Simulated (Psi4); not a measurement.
**CH5BO (SMILES BOC), step by step**

We compute a series of 10 runs (PBE-D4/def2-SVP, PBE0-D4/def2-TZVP, PBE-D4/def2-TZVPP, r2SCAN-D4/def2-TZVPP, B3LYP-D4/def2-TZVPP, PBE0-D4/def2-TZVPP, wB97M-V/def2-TZVPP, CCSD(T)/def2-TZVPP, and more) of CH5BO. 

Program for the calculation: Psi4 1.11.

## Step 1: The molecule

CH5BO has 8 atoms, charge 0, and is taken as a singlet. As SMILES, `BOC`. The shape is that of a GFN2-xTB, rattled optimisation. The run starts from this shape.

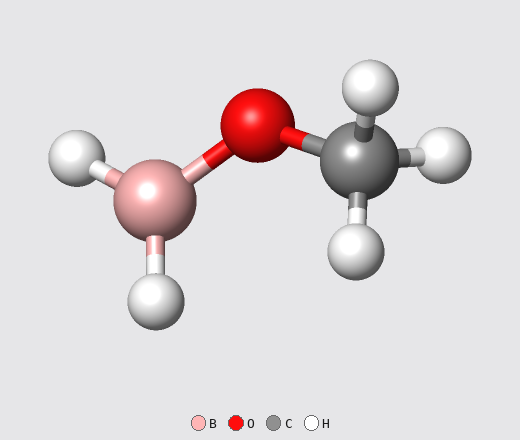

The structure, seen from a chosen angle (boron pink, oxygen red, carbon grey, hydrogen white).

## Step 2: A geometry optimisation at PBE-D4/def2-SVP (density fitting) (run 1)

Input file job.py:

```python
import psi4

psi4.set_memory('3300 MB')
psi4.set_num_threads(2)
psi4.core.set_output_file('output.dat', False)

molecule = psi4.geometry("""
0 1
B     -0.668226     0.851137    -0.854491
O      0.489908     0.407804    -0.269953
C      0.575822    -0.643051     0.617239
H     -1.623939     0.278486    -0.617025
H     -0.576565     1.741544    -1.618493
H     -0.324641    -1.116938     0.880890
H      1.215712    -1.374395     0.233515
H      1.068693    -0.263988     1.592542
symmetry c1
""")

psi4.set_options({
    'basis': 'def2-SVP',
    'reference': 'rks',
    'scf_type': 'df',
    'geom_maxiter': 60,
    'max_force_g_convergence': 0.0005,
})

result = psi4.optimize("pbe-d4", molecule=molecule)
print(f'pbe-d4 energy: {result:.10f} Eh')
print(molecule.to_string(dtype='xyz', units='Angstrom'))
```

Started as:

```sh
python job.py
```

output.dat:

```text
[...]
  Running in c1 symmetry.
[...]
  Nuclear repulsion =   70.760952406770670
[...]
  Multiplicity = 1
[...]
  Nalpha       = 12
  Nbeta        = 12
[...]
    Number of basis functions: 67
[...]
   @DF-RKS iter   1:  -140.66502721601478   -2.82921e-01   9.80699e-03 ADIIS/DIIS
[...]
   @DF-RKS iter   7:  -140.91305836457235   -3.38218e-12   2.43443e-09 DIIS
[...]
    Orbital Energies [Eh]
    ---------------------
    Doubly Occupied:
       1A    -18.790882     2A     -9.957939     3A     -6.531432
       4A     -0.946163     5A     -0.633811     6A     -0.484902
       7A     -0.420386     8A     -0.414549     9A     -0.370676
      10A     -0.310937    11A     -0.287148    12A     -0.255804
[...]
  @DF-RKS Final Energy:  -140.91305836457235
   => Energetics <=
    Nuclear Repulsion Energy =             69.7676283322834934
    One-Electron Energy =                -328.4721190820172296
    Two-Electron Energy =                 137.4815534161291737
    DFT Exchange-Correlation Energy =     -19.6869431778198027
    Empirical Dispersion Energy =          -0.0031778531479735
    VV10 Nonlocal Energy =                  0.0000000000000000
    Total Energy =                       -140.9130583645723505
[...]
 Multipole Moments:
 ------------------------------------------------------------------------------------
     Multipole            Electronic (a.u.)      Nuclear  (a.u.)        Total (a.u.)
 ------------------------------------------------------------------------------------
 L = 1.  Multiply by 2.5417464519 to convert [e a0] to [Debye]
 Dipole X            :          0.5388568           -0.3939586            0.1448982
 Dipole Y            :          1.5970570           -2.1339151           -0.5368581
 Dipole Z            :         -1.2606212            1.7458058            0.4851846
 Magnitude           :                                                    0.7379812
[...]
  -Total Gradient:
     Atom            X                  Y                   Z
    ------   -----------------  -----------------  -----------------
       1        0.000130333942    -0.000000462193     0.000001868420
       2       -0.000132892743    -0.000025724212     0.000050537475
       3        0.000047723450    -0.000001533549    -0.000014475243
       4       -0.000017996914    -0.000013961919     0.000012571535
       5       -0.000009734106    -0.000016498436     0.000009567403
       6        0.000015053518    -0.000018747622    -0.000006105874
       7       -0.000052384401    -0.000013266558     0.000020619815
       8       -0.000006019440     0.000000702055    -0.000002721861
[...]
    Final optimized geometry and variables:
    Molecular point group: c1
    Full point group: C1
    Geometry (in Angstrom), charge = 0, multiplicity = 1:
    B           -0.827593276851     0.655621377560    -0.716171499124
    O            0.334483235108     0.259270467660    -0.157841059512
    C            0.419576544751    -0.811808627728     0.772150112835
    H           -1.876074781869     0.090825734980    -0.431631585137
    H           -0.761360387424     1.585289072447    -1.497958408668
    H           -0.576316482120    -1.262462978713     0.973621874352
    H            1.099226470545    -1.590105198907     0.368531604237
    H            0.850692486934    -0.434184741638     1.721962453496
[...]
```

Standard output:

```text
Some dependencies such as QCElemental have not yet finished migration to pydantic v2. If issues are encountered please downgrade pydantic or upgrade QCElemental as appropriate
	Energy has increased in a minimization.
	Energy ratio indicates iffy step.
	Intrafrag trust radius decreased to   0.25.
	Previous geometry is closer to target in internal coordinates, so using that one.

	Best geometry has RMS(Delta(q)) = 1.94e-06

	Previous geometry is closer to target in internal coordinates, so using that one.

	Best geometry has RMS(Delta(q)) = 2.47e-07

Optimizer: Optimization complete!
pbe-d4 energy: -140.9130583646 Eh
8
0 1 BCH5O
B                    -0.827593276851     0.655621377560    -0.716171499124
O                     0.334483235108     0.259270467660    -0.157841059512
C                     0.419576544751    -0.811808627728     0.772150112835
H                    -1.876074781869     0.090825734980    -0.431631585137
H                    -0.761360387424     1.585289072447    -1.497958408668
H                    -0.576316482120    -1.262462978713     0.973621874352
H                     1.099226470545    -1.590105198907     0.368531604237
H                     0.850692486934    -0.434184741638     1.721962453496
```

It took 2 min on 2 threads of AMD EPYC (Zen 3), shared host; peak memory 0.62 GiB.

Steps, from the record of the run:

| step | energy from the first frame kept (eV) | largest force (eV/Å) |
| --- | --- | --- |
| 0 | 0.0000 | 3.3727 |
| 1 | -0.3180 | 0.8107 |
| 2 | -0.1797 | 1.7895 |
| 3 | -0.3367 | 0.3977 |
| 4 | -0.3452 | 0.1411 |
| 5 | -0.3454 | 0.0489 |
| 6 | -0.3455 | 0.0074 |

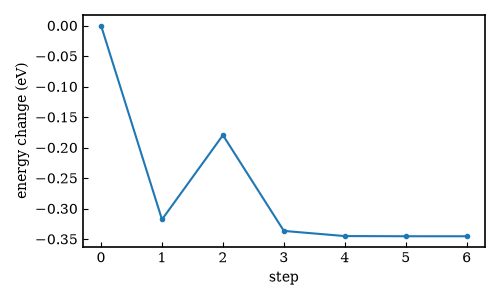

Energy along the run.

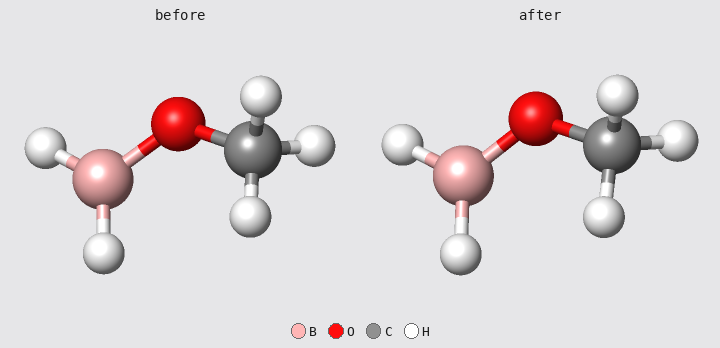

Before and after, at one scale.

After the run. Bond lengths: B1–O2 1.349 Å, O2–C3 1.421 Å, B1–H4 1.224 Å, B1–H5 1.216 Å, C3–H6 1.112 Å, C3–H7 1.109 Å, C3–H8 1.109 Å. Angles: B1–O2–C3 123.0°, O2–B1–H4 120.4°, O2–B1–H5 116.3°, O2–C3–H6 111.8°, O2–C3–H7 109.1°, O2–C3–H8 109.1°, H4–B1–H5 123.3°, H6–C3–H7 109.3°, H6–C3–H8 109.3°, H7–C3–H8 108.2°.

## Step 3: A structure relaxation at PBE0-D4/def2-TZVP (density fitting) (run 2)

Input file run.py:

```python
import psi4

psi4.set_memory(3300000000)
psi4.set_num_threads(2)
psi4.core.set_output_file('psi4.out', False)

geom = psi4.geometry("""
B     -0.665331     0.824445    -0.848842
O      0.496745     0.428094    -0.290511
C      0.581839    -0.642985     0.639480
H     -1.713813     0.259649    -0.564302
H     -0.599098     1.754113    -1.630629
H     -0.414054    -1.093639     0.840952
H      1.261489    -1.421281     0.235861
H      1.012955    -0.265361     1.589292
symmetry c1
""")

psi4.set_options({
    'basis': 'def2-TZVP',
    'scf_type': 'df',
    'geom_maxiter': 50,
    'max_force_g_convergence': 0.0002,
})

result = psi4.optimize("pbe0-d4")
print(f'total energy {result:.8f} hartree = {result * 27.211386:.5f} eV')
geom.save_xyz_file('final.xyz', False)
```

Started as:

```sh
python run.py
```

psi4.out, cut to the lines that bear on the results:

```text
[...]
  Running in c1 symmetry.
[...]
  Nuclear repulsion =   69.767631664082657
[...]
  Multiplicity = 1
[...]
  Nalpha       = 12
  Nbeta        = 12
[...]
    Number of basis functions: 123
[...]
   @DF-RKS iter   1:  -140.90604810813764   -5.63137e-01   5.13838e-03 DIIS/ADIIS
[...]
   @DF-RKS iter   6:  -141.09068608294587   -1.25056e-12   3.00851e-09 DIIS
[...]
  @DF-RKS Final Energy:  -141.09068608294587
   => Energetics <=
    Nuclear Repulsion Energy =             70.4642990795351096
    One-Electron Energy =                -330.1572369646470406
    Two-Electron Energy =                 133.6221160694713035
    DFT Exchange-Correlation Energy =     -15.0172397834586349
    Empirical Dispersion Energy =          -0.0026244838466026
    VV10 Nonlocal Energy =                  0.0000000000000000
    Total Energy =                       -141.0906860829458651
[...]
 Multipole Moments:
 ------------------------------------------------------------------------------------
     Multipole            Electronic (a.u.)      Nuclear  (a.u.)        Total (a.u.)
 ------------------------------------------------------------------------------------
 L = 1.  Multiply by 2.5417464519 to convert [e a0] to [Debye]
 Dipole X            :          0.4707084           -0.4212767            0.0494316
 Dipole Y            :          1.6206355           -2.1146011           -0.4939656
 Dipole Z            :         -1.2963912            1.7281769            0.4317857
 Magnitude           :                                                    0.6579395
[...]
  -Total Gradient:
     Atom            X                  Y                   Z
    ------   -----------------  -----------------  -----------------
       1       -0.000186617506     0.000099495648    -0.000025427123
       2        0.000057236029    -0.000072024441     0.000049075778
       3       -0.000010110656     0.000051730285    -0.000047638316
       4        0.000069814763    -0.000036147089     0.000010731476
       5        0.000057717919    -0.000040769340     0.000010884910
       6        0.000007508312    -0.000024062779     0.000021253772
       7       -0.000004438346    -0.000030400617     0.000027066677
       8       -0.000002663685    -0.000031517379     0.000023221524
[...]
    Final optimized geometry and variables:
    Molecular point group: c1
    Full point group: C1
[...]
```

Standard output:

```text
Some dependencies such as QCElemental have not yet finished migration to pydantic v2. If issues are encountered please downgrade pydantic or upgrade QCElemental as appropriate
	Previous geometry is closer to target in internal coordinates, so using that one.

	Best geometry has RMS(Delta(q)) = 1.69e-06

Optimizer: Optimization complete!
total energy -141.09068608 hartree = -3839.27312 eV
```

It took 2.4 min on 2 threads of AMD EPYC (Zen 3), shared host; peak memory 0.92 GiB.

Steps, from the record of the run:

| step | energy from the first frame kept (eV) | largest force (eV/Å) |
| --- | --- | --- |
| 0 | 0.0000 | 0.5762 |
| 1 | -0.0305 | 0.0883 |
| 2 | -0.0307 | 0.0273 |
| 3 | -0.0307 | 0.0110 |

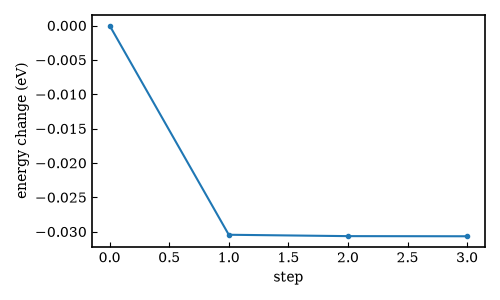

Energy along the run.

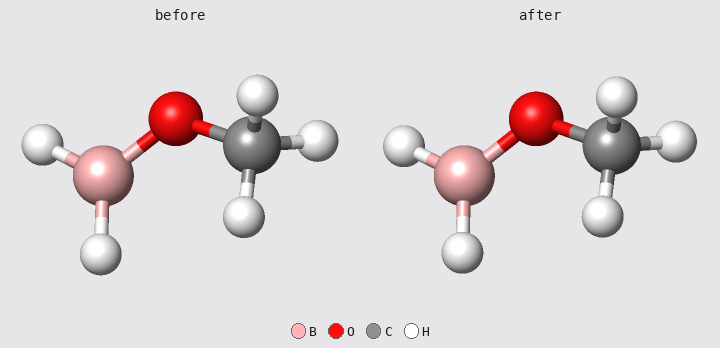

Before and after, at one scale.

After the run. Bond lengths: B1–O2 1.339 Å, O2–C3 1.414 Å, B1–H4 1.204 Å, B1–H5 1.196 Å, C3–H6 1.094 Å, C3–H7 1.092 Å, C3–H8 1.092 Å. Angles: B1–O2–C3 122.3°, O2–B1–H4 120.2°, O2–B1–H5 116.9°, O2–C3–H6 111.3°, O2–C3–H7 108.9°, O2–C3–H8 108.9°, H4–B1–H5 123.0°, H6–C3–H7 109.5°, H6–C3–H8 109.5°, H7–C3–H8 108.7°.

Runs 3 to 8 aren't shown in full; the table further down has their settings and results.

## Step 4: A single-point energy at CCSD(T)/def2-TZVPP (density fitting, density fitting for correlation) (run 9)

Input file ch5bo.py:

```python
import psi4

psi4.set_memory(3300000000)
psi4.set_num_threads(2)
psi4.set_output_file('psi4.out', False)

m = psi4.geometry("""
B     -0.657918     0.818106    -0.840616
O      0.499092     0.427905    -0.291337
C      0.573725    -0.638107     0.633911
H     -1.683413     0.257565    -0.553104
H     -0.609376     1.730818    -1.612533
H     -0.412834    -1.071352     0.820716
H      1.239958    -1.405428     0.235255
H      0.991532    -0.263969     1.570409
units angstrom
symmetry c1
""")

psi4.set_options({
    'basis': 'def2-TZVPP',
    'scf_type': 'df',
    'num_frozen_docc': 3,
    'cc_type': 'df',
})

result, w = psi4.energy('ccsd(t)', return_wfn=True)
print(f'ccsd(t) energy: {result:.10f} Eh')
for k, v in sorted(psi4.core.scalar_variables().items()):
    print(f'{k:45s} {v:18.10f}')
```

Started as:

```sh
python ch5bo.py
```

psi4.out:

```text
Psi4 1.11 release

    For method 'CCSD(T)', SCF Algorithm Type (re)set to DISK_DF.

   => Loading Basis Set <=

    Name: DEF2-TZVPP
    Role: ORBITAL
    Keyword: BASIS

         ---------------------------------------------------------
                                   SCF
                              RHF Reference
                        2 Threads,   3147 MiB Core
         ---------------------------------------------------------

  ==> Geometry <==

    Molecular point group: c1
    Full point group: C1

    Geometry (in Angstrom), charge = 0, multiplicity = 1:

[... 91 lines left out ...]
   @DF-RHF iter SAD:  -139.47261616439116   -1.39473e+02   0.00000e+00
[... 2 lines left out ...]
   @DF-RHF iter   3:  -140.40524326100248   -1.62061e-02   2.65408e-04 ADIIS/DIIS
[... 2 lines left out ...]
   @DF-RHF iter   6:  -140.40637216752583   -3.64780e-06   3.64201e-06 DIIS
[... 2 lines left out ...]
   @DF-RHF iter   9:  -140.40637260581829   -3.71998e-09   6.70477e-08 DIIS
[... 2 lines left out ...]
  Energy and wave function converged.
[... 32 lines left out ...]
    Nuclear Repulsion Energy =             70.4643039607733073
[... 2 lines left out ...]
    Total Energy =                       -140.4063726059972055
[... 16 lines left out ...]
 Dipole Z            :         -1.3239560            1.7281768            0.4042208
[... 49 lines left out ...]
  DFTensor Memory: Qso construction needs 0.151 GiB; user supplied 2.920 GiB.
    Number of auxiliary functions:         378

  ==> Memory <==

        Total memory available:              3.073 [GiB]
        CCSD memory requirements:            0.186 [GiB]
            3-index integrals:               0.068 [GiB]
            CCSD intermediates:              0.118 [GiB]
        (T) algorithm:                       0.028 [GiB] (low-memory)

  ==> Input parameters <==

        Freeze core orbitals?                 yes
        Use frozen natural orbitals?           no
        r_convergence:                  1.000e-07
        e_convergence:                  1.000e-06
        Number of DIIS vectors:                 8
        Number of frozen core orbitals:         3
        Number of active occupied orbitals:     9
        Number of active virtual orbitals:    151
        Number of frozen virtual orbitals:      0

  Begin singles and doubles coupled cluster iterations

   Iter  DIIS          Energy       d(Energy)          |d(T)|     time
      0   0 1   -0.5185149446   -0.5185149446    0.3353159264        1
      1   1 1   -0.5319378532   -0.0134229085    0.0667101312       25
      2   2 1   -0.5455698454   -0.0136319922    0.0225373715       28
[... 8 lines of this table left out ...]
     11   8 4   -0.5483908859   -0.0000001056    0.0000010190       25
```

Run time: 4.7 min. Hardware: 2 threads of AMD EPYC (Zen 3), shared host.

Time ran out before the run finished.

## Step 5: The energy at MP2/def2-QZVPP (density fitting, density fitting for correlation) (run 10)

Input file calc.py:

```python
import psi4

psi4.set_memory(3300000000)
psi4.set_num_threads(2)
psi4.set_output_file('output.dat', False)

molecule = psi4.geometry("""
0 1
B     -0.657918     0.818106    -0.840616
O      0.499092     0.427905    -0.291337
C      0.573725    -0.638107     0.633911
H     -1.683413     0.257565    -0.553104
H     -0.609376     1.730818    -1.612533
H     -0.412834    -1.071352     0.820716
H      1.239958    -1.405428     0.235255
H      0.991532    -0.263969     1.570409
symmetry c1
""")

psi4.set_options({
    'basis': 'def2-QZVPP',
    'reference': 'rhf',
    'scf_type': 'df',
    'num_frozen_docc': 3,
})

result, w = psi4.energy('mp2', return_wfn=True)
print(f'total energy {result:.8f} hartree = {result * 27.211386:.5f} eV')
for k, v in sorted(psi4.core.scalar_variables().items()):
    print(f'{k:45s} {v:18.10f}')
```

Started as:

```sh
python calc.py
```

output.dat:

```text
[...]
  Running in c1 symmetry.
[...]
  Nuclear repulsion =   70.464303960773307
[...]
  Multiplicity = 1
[...]
  Nalpha       = 12
  Nbeta        = 12
[...]
    Number of basis functions: 321
[...]
   @DF-RHF iter   1:  -140.34015913649304   -8.77703e-01   1.19810e-03 ADIIS/DIIS
[...]
   @DF-RHF iter  10:  -140.41356898816863   -2.22855e-10   6.15103e-09 DIIS
[...]
    Orbital Energies [Eh]
    ---------------------
    Doubly Occupied:
       1A    -20.572791     2A    -11.282571     3A     -7.613533
       4A     -1.383371     5A     -0.949166     6A     -0.733073
       7A     -0.649485     8A     -0.639185     9A     -0.592340
      10A     -0.517653    11A     -0.479360    12A     -0.453054
[...]
  @DF-RHF Final Energy:  -140.41356898816863
   => Energetics <=
    Nuclear Repulsion Energy =             70.4643039607733073
    One-Electron Energy =                -330.0245810498440733
    Two-Electron Energy =                 119.1467081009021456
    Total Energy =                       -140.4135689881686346
[...]
 Multipole Moments:
 ------------------------------------------------------------------------------------
     Multipole            Electronic (a.u.)      Nuclear  (a.u.)        Total (a.u.)
 ------------------------------------------------------------------------------------
 L = 1.  Multiply by 2.5417464519 to convert [e a0] to [Debye]
 Dipole X            :          0.3591633           -0.4212769           -0.0621136
 Dipole Y            :          1.6339603           -2.1146009           -0.4806406
 Dipole Z            :         -1.3285074            1.7281768            0.3996694
 Magnitude           :                                                    0.6281792
[...]
```

Standard output:

```text
total energy -140.96887683 hartree = -3835.95852 eV
CURRENT CORRELATION ENERGY                         -0.5553078381
CURRENT ENERGY                                   -140.9688768263
CURRENT REFERENCE ENERGY                         -140.4135689882
CUSTOM SCS-MP2 CORRELATION ENERGY                  -0.5633393881
CUSTOM SCS-MP2 TOTAL ENERGY                      -140.9769083762
DD SOLVATION ENERGY                                 0.0000000000
HF KINETIC ENERGY                                 140.2961561097
HF POTENTIAL ENERGY                              -280.7097250979
HF TOTAL ENERGY                                  -140.4135689882
HF VIRIAL RATIO                                     2.0008368931
MP2 CORRELATION ENERGY                             -0.5553078381
MP2 DOUBLES ENERGY                                 -0.5553078381
MP2 OPPOSITE-SPIN CORRELATION ENERGY               -0.4364270485
MP2 SAME-SPIN CORRELATION ENERGY                   -0.1188807897
MP2 SINGLES ENERGY                                 -0.0000000000
MP2 TOTAL ENERGY                                 -140.9688768263
NUCLEAR REPULSION ENERGY                           70.4643039608
ONE-ELECTRON ENERGY                              -330.0245810498
PCM POLARIZATION ENERGY                             0.0000000000
PE ENERGY                                           0.0000000000
SCF ITERATION ENERGY                             -140.4135689882
SCF ITERATIONS                                     10.0000000000
SCF TOTAL ENERGY                                 -140.4135689882
SCS-MP2 CORRELATION ENERGY                         -0.5633393881
SCS-MP2 TOTAL ENERGY                             -140.9769083762
TWO-ELECTRON ENERGY                               119.1467081009
```

It took 20 s on 2 threads of AMD EPYC (Zen 3), shared host; peak memory 0.81 GiB.

## Step 6: Overview of the runs

| run | level | geom maxiter | max force g convergence | energy (Eh) | HOMO energy (eV) | LUMO energy (eV) | HOMO–LUMO gap (eV) | wall time |
| --- | --- | --- | --- | --- | --- | --- | --- | --- |
| 1 | PBE-D4/def2-SVP (density fitting) | 60 | 0.0005 | -140.913058 | -6.96 | -1.19 | 5.77 | 2 min |
| 2 | PBE0-D4/def2-TZVP (density fitting) | 50 | 0.0002 | -141.090686 | -8.60 | -0.34 | 8.26 | 2.4 min |
| 3 | PBE0-D4/def2-TZVP (density fitting) | – | – | timeout | – | – | – | 18 min |
| 4 | PBE-D4/def2-TZVPP (density fitting) | – | – | -141.076658 | -7.11 | -1.35 | 5.77 | 64 s |
| 5 | r2SCAN-D4/def2-TZVPP (density fitting) | – | – | timeout | – | – | – | 2 min |
| 6 | B3LYP-D4/def2-TZVPP (density fitting) | – | – | -141.280471 | -8.40 | -0.61 | 7.79 | 70 s |
| 7 | PBE0-D4/def2-TZVPP (density fitting) | – | – | -141.092074 | -8.60 | -0.35 | 8.25 | 60 s |
| 8 | wB97M-V/def2-TZVPP (density fitting) | – | – | timeout | – | – | – | 2 min |
| 9 | CCSD(T)/def2-TZVPP (density fitting, density fitting for correlation) | – | – | timeout | – | – | – | 4.7 min |
| 10 | MP2/def2-QZVPP (density fitting, density fitting for correlation) | – | – | -140.968877 | -12.33 | 2.29 | 14.62 | 20 s |

## Step 7: What came out

| quantity | value |
| --- | --- |
| run 10, MP2/def2-QZVPP: total energy | -140.96888 Eh |
| run 10, MP2/def2-QZVPP: HOMO energy (Hartree–Fock orbitals) | -12.33 eV |
| run 10, MP2/def2-QZVPP: LUMO energy (Hartree–Fock orbitals) | 2.29 eV |
| run 10, MP2/def2-QZVPP: HOMO–LUMO gap (Hartree–Fock orbitals) | 14.62 eV |
| run 10, MP2/def2-QZVPP: correlation energy (3 core orbitals frozen) | -555.3 mEh |

What this shows: Over runs 4, 6, 7 the dipole moment (its size) runs from 1.66 D (PBE0-D4/def2-TZVPP) to 1.70 D (PBE-D4/def2-TZVPP). Over runs 4, 6, 7 the HOMO–LUMO gap runs from 5.77 eV (PBE-D4/def2-TZVPP) to 8.25 eV (PBE0-D4/def2-TZVPP). Totals of different functionals can't be ranked against each other. All runs together took 34 min, the longest 18 min. 4 of the 10 runs did not end normally.
